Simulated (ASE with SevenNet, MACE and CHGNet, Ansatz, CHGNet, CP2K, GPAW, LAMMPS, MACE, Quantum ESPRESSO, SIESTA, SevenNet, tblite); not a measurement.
# Machine-learned potentials on glassy 62GeO2-38BaO (mol %) (76 atoms): settings against a plane-wave reference

Aim: run glassy 62GeO2-38BaO (mol %) (76 atoms) in machine-learned potentials and see how near its forces come to a plane-wave reference, and at what cost.

Program: ASE with SevenNet, MACE and CHGNet. Level of theory: the method is named at each step. Results are calculated unless marked as measured.

### 1. Set-up

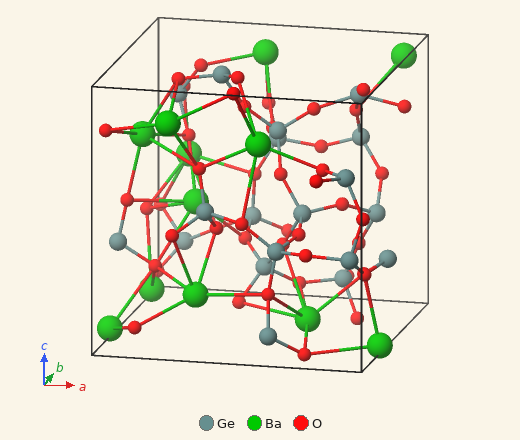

Start, viewed slightly off an axis; germanium teal, barium green, oxygen red. Some periodic images of atoms are drawn too.

The cell holds 76 atoms: 18 Ge, 11 Ba and 47 O. Cell: a = 10.757 Å, b = 10.757 Å, c = 10.757 Å, α = 90.0°, β = 90.0°, γ = 90.0°. 76 atoms (18 Ge, 11 Ba, 47 O) placed at random at 4.59 g/cm³, melted at 4000 K for 10 ps at fixed volume with the Morse and Coulomb pair potential with partial charges (Pedone, Malavasi, Menziani, Cormack and Segre, J. Phys. Chem. B 110, 11780 (2006)). Quenched from 4000 K to 300 K at 20 K/ps and fixed volume, held 10 ps at zero pressure, then minimised at fixed cell.

The yardstick, on the same geometry:

```
method                                           : Kohn-Sham DFT, PBE, SSSP efficiency 1.3.0 pseudopotentials, plane waves (Quantum ESPRESSO 7.5); sssp-pbe-1.3.0-efficiency, cutoffs 60/480 Ry, Γ point
r.m.s. force component                           : 1.041 eV/Å
longest force                                    : 3.581 eV/Å
pressure                                         : 6.048 GPa
gap (highest filled to lowest empty level) : 1.595 eV
time                                             : 5.9 min on 4 MPI ranks of Arm Neoverse V1, shared host
CPU time                                         : 24 min
```

### 2. SevenNet l3i5 potential

Method: machine-learned interatomic potential SevenNet l3i5, trained on PBE(+U) plane-wave data.

Contents of run.py:

```python
import numpy as np
from ase.io import read
import mlip  # loads the published weights by name

atoms = read("structure.xyz")
atoms.calc = mlip.calc("7net-l3i5")
energy = atoms.get_potential_energy()
forces = atoms.get_forces()
print(f"energy {energy:.6f} eV")
print("forces (eV/A)")
for i, (a, f) in enumerate(zip(atoms, forces)):
    print(f"{i:4d} {a.symbol:2s} {f[0]:10.5f} {f[1]:10.5f} {f[2]:10.5f}")
stress = -atoms.get_stress(voigt=False) * 160.21766
print("stress (GPa, compression positive)")
for row in stress:
    print(" ".join(f"{x:10.4f}" for x in row))
```

Contents of structure.xyz:

```xyz
76
Lattice="10.75748 0.00000 0.00000 0.00000 10.75748 0.00000 0.00000 0.00000 10.75748" Properties=species:S:1:pos:R:3 pbc="T T T"
Ge 0.00269 4.22597 3.46273
Ge 9.49961 7.51894 4.36184
Ge 4.00931 4.74437 10.27490
Ge 5.27644 6.50580 2.21529
Ge 5.91124 6.10261 7.80315
Ge 6.84369 0.77336 0.99087
Ge 1.15837 10.22961 2.02531
Ge 8.97550 6.78862 9.26875
Ge 4.10936 9.27919 3.46111
Ge 6.88393 1.88407 4.09903
Ge 9.70583 1.71184 7.26765
Ge 3.94929 2.28844 5.40553
Ge 1.50572 7.87695 8.55575
Ge 7.12048 5.15305 4.80096
Ge 8.41020 9.38095 6.87360
Ge 7.96753 8.34167 1.44150
Ge 5.13046 9.22970 6.64877
Ge 9.99252 1.15213 4.12894
Ba 2.73842 1.19150 9.15031
Ba 3.56062 2.36170 2.04597
Ba 6.13198 2.03424 8.31069
Ba 7.54401 4.31967 0.81671
Ba 4.75986 8.78714 10.17980
Ba 0.77583 6.51688 1.03659
Ba 1.46764 9.73412 5.67263
Ba 10.73242 3.04114 0.29508
Ba 2.68238 5.93469 4.80558
Ba 0.89373 4.57075 7.73796
Ba 9.87945 10.36838 9.96121
O 8.06359 1.67957 0.11349
O 1.51412 0.80412 1.00088
O 8.29961 0.93020 4.27341
O 5.31387 10.15614 2.72422
O 3.61978 2.68604 7.01194
O 4.24189 7.58080 3.01640
O 10.48295 1.34813 5.75934
O 7.38695 3.51651 4.39508
O 0.31487 4.43380 5.10227
O 7.34370 6.12854 8.75820
O 4.06504 3.66809 4.41336
O 6.21653 5.69426 3.38118
O 0.07412 1.96001 8.50443
O 4.74835 5.42381 8.87105
O 4.47296 5.66263 0.95967
O 10.69735 7.17911 8.79553
O 5.31721 7.70128 7.46849
O 8.49992 2.85396 7.22128
O 8.43623 6.27602 4.97802
O 0.37393 9.10319 1.07844
O 10.24747 2.56760 3.21745
O 9.59460 5.08872 2.56189
O 7.72215 10.00639 1.10651
O 0.09649 10.70402 3.30782
O 8.70807 7.60037 0.07971
O 6.42716 7.49312 1.38126
O 0.38329 7.33520 4.02448
[... 16 atom lines left out ...]
O 5.53655 0.47806 10.70778
O 4.24275 9.13977 5.18080
O 2.07512 7.24871 7.08466
O 8.90805 0.15975 7.48462
```

The run is started by

```
$ OMP_NUM_THREADS=1 python run.py > output.txt
```

The log of the run:

```text
energy -480.768616 eV
forces (eV/A)
   0 Ge   -0.35281    0.51583    1.06818
   1 Ge   -0.01027   -0.93125   -0.25969
   2 Ge    0.67027   -0.35567   -0.42630
   3 Ge    0.88343    0.69818    0.73989
   4 Ge    0.94922    0.96548   -0.40095
   5 Ge    0.22803   -0.30991    0.13979
   6 Ge   -0.09362    0.30530   -0.66022
   7 Ge    0.05960    0.27131   -1.33204
   8 Ge    2.43538    1.82542   -1.10402
   9 Ge   -0.42830    0.00493    0.71472
  10 Ge   -1.49648    0.59451   -1.32132
  11 Ge   -0.97324    0.32644   -0.86436
  12 Ge    0.87123    0.52186   -0.07557
  13 Ge    0.53717    0.61569   -0.04916
  14 Ge   -0.54068   -1.11120   -0.02663
  15 Ge   -0.37757   -0.09589    1.21462
  16 Ge    1.14824   -0.26130   -0.09063
  17 Ge   -0.50131    1.81511   -0.15705
  18 Ba   -0.06913   -0.48878   -0.96499
  19 Ba   -0.01417    0.00078    1.35180
  20 Ba    0.62612    0.03259   -0.48501
  21 Ba   -0.13034    0.26991    0.34862
  22 Ba   -0.06993   -0.35377   -0.17867
  23 Ba   -0.23354    0.56914    0.20573
[...]
68 O    -2.38935   -0.63609   -0.16480
  69 O     1.83338   -1.52604    0.94251
  70 O    -0.00766   -0.17291    1.72928
  71 O    -0.26295    3.00588   -0.07843
  72 O    -1.73413   -0.03479   -1.28061
  73 O    -1.56434   -0.81557    0.65367
  74 O     0.44253   -1.32697   -2.30572
  75 O    -0.44699   -0.64599    1.22133
stress (GPa, compression positive)
    6.1275    -0.5343    -0.3827
   -0.5343     6.6632    -0.8819
   -0.3827    -0.8819     5.4625
```

The job ended after 10 s (1 thread of Arm Neoverse V1, shared host; peak memory 1.2 GiB).

Banners, paths, timers and routine set-up lines are dropped from the logs unmarked, and long logs keep their key lines alone; longer cuts are marked.

Against the reference:

```
r.m.s. force component                  : 1.014 eV/Å
r.m.s. difference of force components   : 70.89 meV/Å
longest difference of force vectors     : 295.3 meV/Å
force difference over r.m.s. force      : 6.812 %
slope of forces against the reference's : 0.9721
correlation of force components         : 0.998
pressure                                : 6.084 GPa
pressure difference                     : 0.0367 GPa
```

Length of the force difference by element (eV/Å):

```csv
element,atoms,mean,most
Ba,11,0.062,0.12
Ge,18,0.15,0.30
O,47,0.10,0.25
```

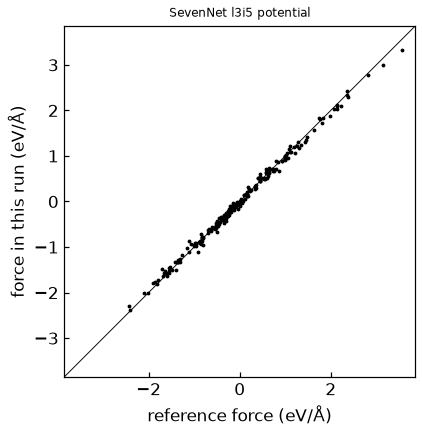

Force components against those of the reference; the line marks equality.

The surroundings of O42, picked at random, nearest first, numbered as they follow in the input and with coordinates relative to it.

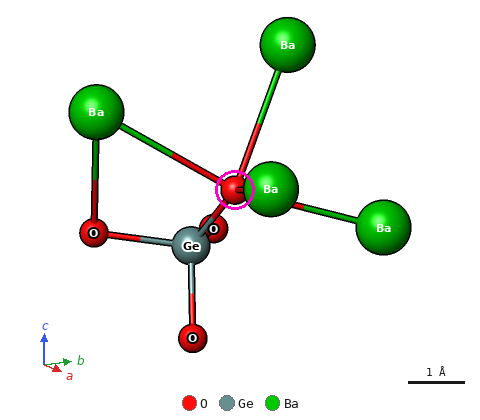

The atoms of the table, within 2.9 Å (arrows a, b, c point along x, y, z); some may hide others; the central atom is ringed.

```csv
atom,x,y,z,distance (Å),bonds,Fx,Fy,Fz (eV/Å)
O42,0.00,0.00,0.00,0.00,5,2.30,0.12,2.09
Ge11,-1.13,-0.25,-1.24,1.69,4,-1.50,0.59,-1.32
Ba26,-0.10,1.08,2.55,2.77,8,0.01,0.02,0.88
O47,-2.33,0.89,-1.28,2.81,2,-1.49,1.18,0.50
O76,-1.92,-1.80,-1.02,2.83,3,-0.45,-0.65,1.22
O36,-0.35,-0.61,-2.75,2.83,3,2.34,-0.80,-0.04
Ba28,0.82,2.61,-0.77,2.84,6,-0.51,0.49,-0.81
Ba19,2.66,-0.77,0.65,2.85,7,-0.07,-0.49,-0.96
Ba29,-0.95,-2.35,1.46,2.92,9,-0.04,-0.90,-0.02
```

Atoms are counted from 1 here, from 0 in the log.

Forces lie 6.8 % from the reference's, at 0.0073 times its CPU time (on 1 against 4 cores).

### 3. MACE MP-0b3 medium potential

Method: machine-learned interatomic potential MACE MP-0b3 medium, trained on PBE(+U) plane-wave data.

Edit run.py of step 2 so:

```diff
@@ -5,3 +5,3 @@
 atoms = read("structure.xyz")
-atoms.calc = mlip.calc("7net-l3i5")
+atoms.calc = mlip.calc("mace-mp-0b3-medium")
 energy = atoms.get_potential_energy()
```

structure.xyz is that of step 2.

The log of the run:

```text
energy -480.754242 eV
forces (eV/A)
   0 Ge   -0.41978    0.39534    0.94233
   1 Ge   -0.17447   -0.88990   -0.25334
   2 Ge    0.63376   -0.50876   -0.25929
   3 Ge    0.99682    0.60488    0.63534
   4 Ge    0.93671    1.00688   -0.28838
   5 Ge    0.04881   -0.29007    0.01975
   6 Ge   -0.10626    0.34431   -0.76001
   7 Ge   -0.09487    0.29763   -1.18842
   8 Ge    1.99158    1.35782   -0.66366
   9 Ge   -0.33114    0.19232    0.51375
  10 Ge   -1.39059    0.58630   -1.25518
  11 Ge   -0.77106    0.33731   -0.67080
  12 Ge    0.73298    0.43215    0.04642
  13 Ge    0.47352    0.54796   -0.08631
  14 Ge   -0.58896   -1.03228    0.00545
  15 Ge   -0.38258   -0.19502    1.00457
  16 Ge    1.14619   -0.17233    0.02736
  17 Ge   -0.57777    1.76015   -0.02275
  18 Ba   -0.01382   -0.44856   -0.81312
  19 Ba    0.05370    0.01598    1.08322
  20 Ba    0.56815   -0.02351   -0.22116
  21 Ba   -0.23811    0.10370    0.22539
  22 Ba   -0.06754   -0.22059   -0.17400
  23 Ba   -0.16587    0.66115    0.06953
[...]
68 O    -2.37382   -0.59418   -0.18862
  69 O     1.73354   -1.51402    0.78798
  70 O     0.09471   -0.28785    1.68261
  71 O    -0.27516    2.90709   -0.15132
  72 O    -1.68612   -0.09740   -1.19720
  73 O    -1.49184   -0.73227    0.40684
  74 O     0.40798   -1.30358   -2.31552
  75 O    -0.42514   -0.67500    1.12194
stress (GPa, compression positive)
    6.0510    -0.4984    -0.4117
   -0.4984     6.4855    -0.7982
   -0.4117    -0.7982     5.5886
```

It took 8.4 s on 1 thread; peak memory 0.93 GiB.

Compared with the plane-wave run:

```
r.m.s. force component                  : 0.958 eV/Å
r.m.s. difference of force components   : 125.1 meV/Å
longest difference of force vectors     : 590.6 meV/Å
force difference over r.m.s. force      : 12.02 %
slope of forces against the reference's : 0.9166
correlation of force components         : 0.9956
pressure                                : 6.042 GPa
pressure difference                     : -0.006 GPa
```

Against the first run (6.8 %), the force difference from the reference is 12 %, at 0.81 times the CPU time.

### 4. CHGNet 0.3.0 potential

Method: machine-learned interatomic potential CHGNet 0.3.0, trained on PBE(+U) plane-wave data.

Edit run.py of step 3 so:

```diff
@@ -5,3 +5,3 @@
 atoms = read("structure.xyz")
-atoms.calc = mlip.calc("mace-mp-0b3-medium")
+atoms.calc = mlip.calc("chgnet-0.3.0")
 energy = atoms.get_potential_energy()
```

structure.xyz is that of step 3.

The log of the run:

```text
CHGNet v0.3.0 initialized with 412,525 parameters
CHGNet will run on cpu
energy -514.679443 eV
forces (eV/A)
   0 Ge   -0.59284    0.45766    1.05351
   1 Ge   -0.25963   -0.97506   -0.15899
   2 Ge    1.09349   -0.28100   -0.17021
   3 Ge    0.94173    0.11904    0.45445
   4 Ge    1.03376    0.94521   -0.29770
   5 Ge    0.37680   -0.17821    0.00084
   6 Ge   -0.07238    0.33221   -0.79048
   7 Ge   -0.21436    0.46723   -1.10101
   8 Ge    1.90761    1.58878   -0.97688
   9 Ge   -0.25366    0.29270    0.39688
  10 Ge   -1.22906    0.39369   -1.12442
  11 Ge   -0.22062    0.21089   -0.66101
  12 Ge    0.51443    0.31984    0.27567
  13 Ge    0.44457    0.76462    0.19866
  14 Ge   -0.57746   -1.13000    0.23342
  15 Ge   -0.16471   -0.07484    0.81028
  16 Ge    1.25304   -0.35109    0.08949
  17 Ge   -0.90071    1.50656   -0.02891
  18 Ba    0.06664   -0.40461   -0.74438
  19 Ba    0.18932   -0.05957    0.98836
  20 Ba    0.53860    0.01208   -0.41082
  21 Ba    0.02929    0.07537    0.23182
  22 Ba   -0.05390   -0.13846   -0.16421
  23 Ba   -0.13631    0.60078    0.13368
[...]
68 O    -2.64590   -0.64872   -0.24103
  69 O     1.34942   -1.44680    1.02958
  70 O     0.13275   -0.29957    1.55952
  71 O    -0.26627    3.04388   -0.19241
  72 O    -1.98701   -0.17656   -1.25429
  73 O    -1.59000   -0.66068    0.29590
  74 O     0.40170   -1.33011   -2.54528
  75 O    -0.35638   -0.38216    1.08942
stress (GPa, compression positive)
    6.7868    -0.4234    -0.1922
   -0.4234     7.1629    -0.4632
   -0.1922    -0.4632     6.4335
```

Elapsed: 3.7 s, on 1 thread; peak memory 0.93 GiB.

Numbers from this run, and their distance from the reference:

| Quantity | Value |
| --- | --- |
| r.m.s. force component | 0.9769 eV/Å |
| r.m.s. difference of force components | 171.9 meV/Å |
| longest difference of force vectors | 874.9 meV/Å |
| force difference over r.m.s. force | 16.52 % |
| slope of forces against the reference's | 0.9271 |
| correlation of force components | 0.9875 |
| pressure | 6.794 GPa |
| pressure difference | 0.7467 GPa |

Against the first run (6.8 %), the force difference from the reference is 17 %, at 0.36 times the CPU time.

### 5. All runs compared

Differences are against the plane-wave reference, forces as r.m.s. over components; share is that over the reference's r.m.s. force, slope the least-squares factor from reference forces to these. Total energies of different programs have different zeros and aren't compared.

| run | Δ force, r.m.s. (meV/Å) | share (%) | slope | Δ pressure (GPa) | cores | CPU time | memory (GiB) |
| --- | --- | --- | --- | --- | --- | --- | --- |
| reference | - | - | - | - | 4 | 24 min | 3.9 |
| SevenNet l3i5 potential | 70.9 | 6.81 | 0.972 | 0.0367 | 1 | 10 s | 1.2 |
| MACE MP-0b3 medium potential | 125 | 12.0 | 0.917 | -0.006 | 1 | 8.3 s | 0.93 |
| CHGNet 0.3.0 potential | 172 | 16.5 | 0.927 | 0.747 | 1 | 3.7 s | 0.93 |

Times of the machine-learned potentials are mostly Python's start and the loading of weights.

CPU time is summed over cores on a shared host, where runs went side by side, so it is rough. Symmetry, cutoffs, thresholds, outputs and thread counts weren't matched or tuned between programs; memory under MPI is the largest rank's times the ranks.

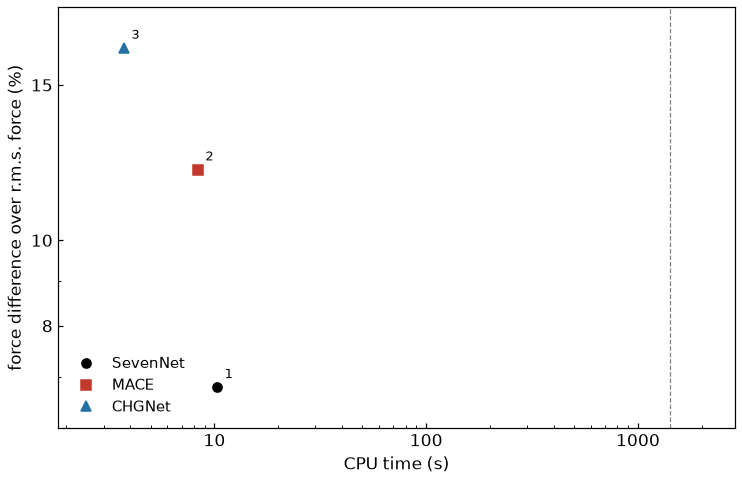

Force difference against CPU time; the dashed line marks the reference's time. Points: 1 SevenNet l3i5 potential; 2 MACE MP-0b3 medium potential; 3 CHGNet 0.3.0 potential.

### 6. Outcome

| Quantity | Value |
| --- | --- |
| nearest in forces | SevenNet l3i5 potential, 6.8 % |
| its CPU time | 10 s |

In words: Machine-learned potentials differ by 6.8 % (SevenNet l3i5 potential) to 17 % (CHGNet 0.3.0 potential); they were trained on other programs' data. The reference's pressure holds the uncorrected Pulay stress of its 60 Ry basis, so small pressure differences, and their order, may be the reference's own error. Machine-learned potentials mimic data converged in k, so the reference's own k-point error enters their differences. The quench rate of 20 K/ps is many orders above laboratory rates, so the cell is likely richer in defects and strain than a real sample. The network of bonds at the start is that of the classical potential that made the cell, and needn't be the one that DFT or experiment would give. The reference's pressure of 6.0 GPa belongs to a cell and atoms that aren't relaxed at this level. The electronic-structure runs sample only Γ, in a cell whose shortest periodic width is 11 Å. Spin–orbit coupling is left out, which matters for the levels of the heavy elements.

[Also dropped from logs without a mark: logging warnings of Python, and SIESTA's first energy breakdown and zero terms.]

[Logs are printed without paths, hosts, clocks, repeated set-up lines and the standing remarks that a program may print on its own settings, such as how far it seeks lower states.]

[Hosts, paths, dates, database ids (printed as entryN), source tags and the programs' standing remarks are cut or masked in the printed files.]
